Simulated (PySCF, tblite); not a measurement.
# C₄H₁₂Si₂: a rotation path, then NMR shifts on frames, part 2 of 2

tblite 0.8.0 and PySCF 2.14.0. Atoms count from 0. Earlier steps stand in the parts before.

**5. NMR shieldings: image 4, PBE0/pcSseg-1**

What the job is given:

```
{"job": {"kind": "nmr", "xc": "PBE0", "basis": "pcSseg-1", "pop": false}, "charge": 0, "multiplicity": 1}
Si     2.589800     0.405200     0.590200
Si     0.983900    -1.239600     0.332600
C     -0.576400    -0.718100    -0.644900
C     -1.841800    -0.512300     0.212100
C     -1.651500     1.003600     0.089800
C     -0.668100     0.763300    -1.060300
H      3.911000    -0.058700     0.161100
H      2.727600     0.820400     1.988700
H      2.352000     1.642900    -0.161900
H      0.518000    -1.746300     1.635700
H      1.533700    -2.424300    -0.350400
H     -0.725200    -1.407700    -1.478500
H     -2.744700    -0.860700    -0.288700
H     -1.829700    -0.924100     1.220100
H     -1.164600     1.431600     0.965300
H     -2.539200     1.589000    -0.144000
H     -1.133100     0.893500    -2.037500
H      0.249700     1.348700    -1.041400
```

Method: GIAO PBE0/pcSseg-1 NMR shielding, non-relativistic, gas phase.

Standard output:

```text
coarse grid: 15032 points
cycle   1  E = -738.0307423189  dE =  3.745e-01  |g| = 3.515e-01  |ddm| = 3.684e+00
cycle   2  E = -738.0139769817  dE =  1.677e-02  |g| = 4.417e-01  |ddm| = 7.290e-01
cycle   3  E = -738.0648024756  dE = -5.083e-02  |g| = 4.216e-02  |ddm| = 4.469e-01
cycle   4  E = -738.0651784003  dE = -3.759e-04  |g| = 1.310e-02  |ddm| = 5.377e-02
cycle   5  E = -738.0652149304  dE = -3.653e-05  |g| = 5.852e-03  |ddm| = 1.817e-02
cycle   6  E = -738.0652233040  dE = -8.374e-06  |g| = 6.074e-04  |ddm| = 5.625e-03
final grid: 133152 points
cycle   7  E = -738.1021571305  dE = -3.251e-05  |g| = 8.046e-03  |ddm| = 2.976e-02
cycle   8  E = -738.1021447118  dE =  1.242e-05  |g| = 1.066e-02  |ddm| = 1.687e-02
cycle   9  E = -738.1021736525  dE = -2.894e-05  |g| = 5.608e-04  |ddm| = 9.879e-03
cycle  10  E = -738.1021737125  dE = -5.997e-08  |g| = 2.035e-04  |ddm| = 7.148e-04
cycle  11  E = -738.1021737224  dE = -9.884e-09  |g| = 4.318e-05  |ddm| = 1.993e-04
cycle  12  E = -738.1021737228  dE = -4.325e-10  |g| = 8.680e-06  |ddm| = 5.925e-05
converged SCF energy = -738.1021737228

GIAO shielding tensors (ppm)
atom      isotropic    diamagn.    paramagn.     s11        s22        s33       span
  0 Si     477.792     879.861    -402.070    471.244    473.465    488.666     17.423
  1 Si     403.936     880.349    -476.413    336.671    393.833    481.304    144.632
  2 C      174.896     252.127     -77.230    158.996    176.265    189.428     30.432
  3 C      155.851     249.795     -93.944    133.127    158.051    176.374     43.247
  4 C      165.934     250.494     -84.560    149.668    167.778    180.357     30.689
  5 C      160.953     247.809     -86.856    144.603    160.328    177.928     33.325
  6 H       28.434      28.464      -0.030     24.779     25.758     34.764      9.985
  7 H       28.315      28.731      -0.416     24.863     25.911     34.170      9.307
  8 H       28.131      29.281      -1.150     24.161     27.590     32.643      8.482
  9 H       27.699      29.639      -1.940     24.183     26.420     32.495      8.312
 10 H       27.430      29.352      -1.923     23.375     25.909     33.005      9.630
 11 H       29.769      32.102      -2.333     24.510     28.718     36.078     11.568
 12 H       29.013      30.653      -1.640     26.157     26.538     34.344      8.186
 13 H       29.944      31.017      -1.073     25.894     28.284     35.654      9.760
 14 H       29.586      31.398      -1.812     26.545     28.550     33.664      7.120
 15 H       29.736      29.931      -0.194     25.882     26.357     36.970     11.088
 16 H       29.218      30.974      -1.757     26.426     26.624     34.603      8.177
 17 H       29.696      32.014      -2.318     24.530     29.428     35.131     10.602
```

It took 56 s on 1 thread of Intel Xeon at 2.50GHz, shared host; peak memory 0.93 GiB.

This run: δ C3 31.1, C5 26.0, C4 21.0, C2 12.0, H10 4.29, H9 4.02 ppm.

**6. NMR shieldings: image 6, PBE0/pcSseg-1**

What the job is given:

```
{"job": {"kind": "nmr", "xc": "PBE0", "basis": "pcSseg-1", "pop": false}, "charge": 0, "multiplicity": 1}
Si     2.324800     0.441800     0.823800
Si     1.008500    -1.346900     0.176000
C     -0.647100    -0.822500    -0.613700
C     -1.703300    -0.331600     0.394700
C     -1.420900     1.111000    -0.042300
C     -0.657500     0.576100    -1.260000
H      3.670300     0.349300     0.249900
H      2.494800     0.522000     2.277100
H      1.814900     1.756400     0.416600
H      0.655900    -2.237000     1.295600
H      1.698400    -2.199800    -0.807100
H     -1.010600    -1.610400    -1.276600
H     -2.711800    -0.658800     0.142200
H     -1.524200    -0.563100     1.444300
H     -0.775100     1.640000     0.657600
H     -2.291400     1.729500    -0.254500
H     -1.246600     0.617100    -2.175800
H      0.312000     1.033300    -1.459400
```

With the program's defaults for keys left out, this is: GIAO PBE0/pcSseg-1 NMR shielding, non-relativistic, gas phase.

Standard output:

```text
coarse grid: 15032 points
cycle   1  E = -738.0334357376  dE =  3.786e-01  |g| = 3.527e-01  |ddm| = 3.697e+00
cycle   2  E = -738.0163595498  dE =  1.708e-02  |g| = 4.436e-01  |ddm| = 7.352e-01
cycle   3  E = -738.0677237665  dE = -5.136e-02  |g| = 4.248e-02  |ddm| = 4.547e-01
cycle   4  E = -738.0681083592  dE = -3.846e-04  |g| = 1.277e-02  |ddm| = 5.462e-02
cycle   5  E = -738.0681431132  dE = -3.475e-05  |g| = 5.712e-03  |ddm| = 1.814e-02
cycle   6  E = -738.0681510989  dE = -7.986e-06  |g| = 6.233e-04  |ddm| = 5.600e-03
final grid: 133152 points
cycle   7  E = -738.1044235809  dE = -3.238e-05  |g| = 8.121e-03  |ddm| = 2.889e-02
cycle   8  E = -738.1044105444  dE =  1.304e-05  |g| = 1.082e-02  |ddm| = 1.719e-02
cycle   9  E = -738.1044403830  dE = -2.984e-05  |g| = 5.310e-04  |ddm| = 1.008e-02
cycle  10  E = -738.1044404345  dE = -5.151e-08  |g| = 2.001e-04  |ddm| = 6.700e-04
cycle  11  E = -738.1044404440  dE = -9.539e-09  |g| = 4.213e-05  |ddm| = 1.998e-04
cycle  12  E = -738.1044404445  dE = -4.177e-10  |g| = 6.693e-06  |ddm| = 5.654e-05
converged SCF energy = -738.1044404445

GIAO shielding tensors (ppm)
atom      isotropic    diamagn.    paramagn.     s11        s22        s33       span
  0 Si     475.068     880.031    -404.964    463.538    474.671    486.994     23.456
  1 Si     415.391     880.415    -465.024    371.198    400.521    474.456    103.258
  2 C      172.912     252.470     -79.558    155.909    174.666    188.162     32.253
  3 C      159.241     250.297     -91.056    141.961    156.815    178.947     36.986
  4 C      166.268     250.144     -83.876    151.207    167.116    180.482     29.275
  5 C      162.038     248.785     -86.748    147.494    159.895    178.724     31.229
  6 H       28.298      28.602      -0.304     24.727     25.595     34.573      9.845
  7 H       28.232      28.771      -0.539     24.908     25.620     34.170      9.262
  8 H       28.123      29.642      -1.518     24.157     27.770     32.444      8.288
  9 H       27.822      29.463      -1.642     24.069     25.946     33.450      9.381
 10 H       27.617      29.306      -1.689     23.522     25.790     33.538     10.016
 11 H       29.594      31.853      -2.259     24.722     28.309     35.751     11.029
 12 H       29.120      30.830      -1.710     26.075     26.538     34.746      8.670
 13 H       30.038      31.429      -1.391     26.099     28.459     35.556      9.457
 14 H       29.563      31.515      -1.952     26.029     29.333     33.326      7.297
 15 H       29.712      29.985      -0.274     25.850     26.406     36.879     11.029
 16 H       29.177      30.804      -1.628     26.316     26.435     34.780      8.464
 17 H       30.024      31.785      -1.761     25.535     29.818     34.718      9.183
```

It took 50 s on 1 thread of Intel Xeon at 2.50GHz, shared host; peak memory 0.89 GiB.

This run: δ C3 27.7, C5 24.9, C4 20.7, C2 14.0, H10 4.10, H9 3.90 ppm.

**7. NMR shieldings: image 8, PBE0/pcSseg-1**

What the job is given:

```
{"job": {"kind": "nmr", "xc": "PBE0", "basis": "pcSseg-1", "pop": false}, "charge": 0, "multiplicity": 1}
Si     2.229700     0.298800     1.088200
Si     1.067300    -1.387900     0.016900
C     -0.669900    -0.815600    -0.511500
C     -1.493800    -0.072100     0.559000
C     -1.486300     1.191600    -0.311600
C     -0.711000     0.441700    -1.403200
H      3.541500     0.540100     0.480200
H      2.481200    -0.011200     2.499100
H      1.537800     1.592100     1.077700
H      0.884100    -2.578700     0.862900
H      1.736700    -1.854600    -1.208500
H     -1.224300    -1.647300    -0.950600
H     -2.485300    -0.488800     0.729400
H     -1.001900     0.045100     1.524900
H     -0.943100     2.028500     0.124000
H     -2.472400     1.539700    -0.614700
H     -1.261600     0.312900    -2.334200
H      0.262400     0.871900    -1.639700
```

With the program's defaults for keys left out, this is: GIAO PBE0/pcSseg-1 NMR shielding, non-relativistic, gas phase.

Standard output:

```text
coarse grid: 15032 points
cycle   1  E = -738.0343114819  dE =  3.675e-01  |g| = 3.545e-01  |ddm| = 3.739e+00
cycle   2  E = -738.0168702056  dE =  1.744e-02  |g| = 4.459e-01  |ddm| = 7.404e-01
cycle   3  E = -738.0689611296  dE = -5.209e-02  |g| = 4.250e-02  |ddm| = 4.609e-01
cycle   4  E = -738.0693481273  dE = -3.870e-04  |g| = 1.220e-02  |ddm| = 5.199e-02
cycle   5  E = -738.0693788256  dE = -3.070e-05  |g| = 5.760e-03  |ddm| = 1.709e-02
cycle   6  E = -738.0693869491  dE = -8.124e-06  |g| = 5.748e-04  |ddm| = 5.438e-03
final grid: 133152 points
cycle   7  E = -738.1054953130  dE = -3.007e-05  |g| = 7.891e-03  |ddm| = 2.806e-02
cycle   8  E = -738.1054826927  dE =  1.262e-05  |g| = 1.058e-02  |ddm| = 1.716e-02
cycle   9  E = -738.1055113506  dE = -2.866e-05  |g| = 4.851e-04  |ddm| = 9.815e-03
cycle  10  E = -738.1055113953  dE = -4.464e-08  |g| = 1.888e-04  |ddm| = 6.248e-04
cycle  11  E = -738.1055114038  dE = -8.529e-09  |g| = 3.820e-05  |ddm| = 1.807e-04
cycle  12  E = -738.1055114042  dE = -3.490e-10  |g| = 8.540e-06  |ddm| = 5.966e-05
converged SCF energy = -738.1055114042

GIAO shielding tensors (ppm)
atom      isotropic    diamagn.    paramagn.     s11        s22        s33       span
  0 Si     475.977     880.335    -404.358    469.372    473.989    484.568     15.197
  1 Si     422.043     880.613    -458.570    382.348    411.204    472.578     90.231
  2 C      172.725     252.849     -80.124    156.613    171.314    190.248     33.635
  3 C      162.462     249.302     -86.839    150.298    154.380    182.710     32.412
  4 C      166.773     250.466     -83.693    154.098    164.736    181.485     27.387
  5 C      162.337     249.460     -87.122    149.646    154.245    183.122     33.476
  6 H       28.255      28.799      -0.544     24.849     25.584     34.332      9.484
  7 H       28.237      28.908      -0.671     24.879     25.583     34.248      9.369
  8 H       28.136      30.047      -1.911     24.238     27.598     32.573      8.335
  9 H       27.768      29.303      -1.535     23.662     25.858     33.785     10.123
 10 H       27.847      29.400      -1.553     23.750     25.949     33.843     10.093
 11 H       29.351      31.837      -2.486     25.388     28.152     34.512      9.124
 12 H       29.240      30.584      -1.344     26.082     26.560     35.080      8.998
 13 H       30.054      31.872      -1.818     26.443     29.640     34.078      7.634
 14 H       29.532      30.922      -1.390     26.012     28.155     34.428      8.416
 15 H       29.492      29.810      -0.318     26.232     26.312     35.933      9.702
 16 H       29.229      30.578      -1.348     26.048     26.536     35.104      9.055
 17 H       30.019      31.801      -1.782     26.558     29.355     34.144      7.586
```

It took 60 s on 1 thread of Intel Xeon at 2.50GHz, shared host; peak memory 0.91 GiB.

This run: δ C5 24.6, C3 24.5, C4 20.2, C2 14.2, H9 3.95, H10 3.87 ppm.

**8. Run by run: NMR shifts**

Shifts (ppm) of some atoms, chosen among heavy atoms and hydrogens apart, with basis size and wall time:

```
  frame    C3    C5    C2   H11   H17    Si1     Si0  functions  time
image 0  26.5  24.5  16.1  1.88  1.58  -69.4  -123.2        176  62 s
image 2  28.9  26.8  13.4  1.86  1.79  -58.2  -124.9        176  61 s
image 4  31.1  26.0  12.0  1.95  2.02  -54.8  -128.6        176  56 s
image 6  27.7  24.9  14.0  2.12  1.69  -66.2  -125.9        176  50 s
image 8  24.5  24.6  14.2  2.37  1.70  -72.9  -126.8        176  60 s
```

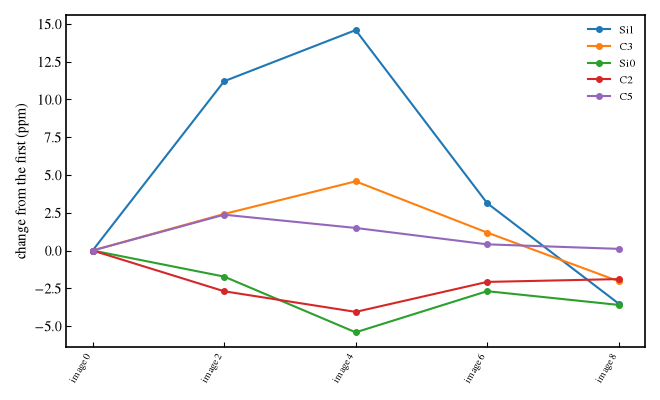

How five of the tabulated atoms move from run to run.

**9. Results**

The summary covers parts 1 to 2.

| quantity | value |
| --- | --- |
| barrier | 0.067 eV (1.6 kcal/mol) at image 4 |
| end to end (GFN2-xTB) | -0.011 eV |
| ¹³C shifts against TMS (PBE0/pcSseg-1, image 0) | 26.5, 24.5, 19.4, 16.1 ppm |
| ¹H shifts against TMS (PBE0/pcSseg-1, image 0) | 3.98, 3.93, 3.44, 3.37, 3.22, 2.58, 2.52, 2.31, 2.00, 1.88, 1.80, 1.58 ppm |
| ²⁹Si shifts against TMS (PBE0/pcSseg-1, image 0) | -69.4, -123.2 ppm |
| range of the shift of Si1 | -72.9 to -54.8 ppm |

In words: Along the band the dihedral turns by 117°, and the top (dihedral -106°) lies 1.6 kcal/mol above the start (GFN2-xTB, rough), so at room temperature this motion is fast. Ends this close can change order at a higher level. The top was not checked by a frequency run. Shifts at one fixed geometry are not the observed spectrum, which averages over the motion. In the first frame run (image 0): The largest span, 97 ppm, is at Si1, where the paramagnetic term is -463 ppm. Across the 5 runs the shift of Si1 moves most, between -72.9 (image 8) and -54.8 ppm (image 4).
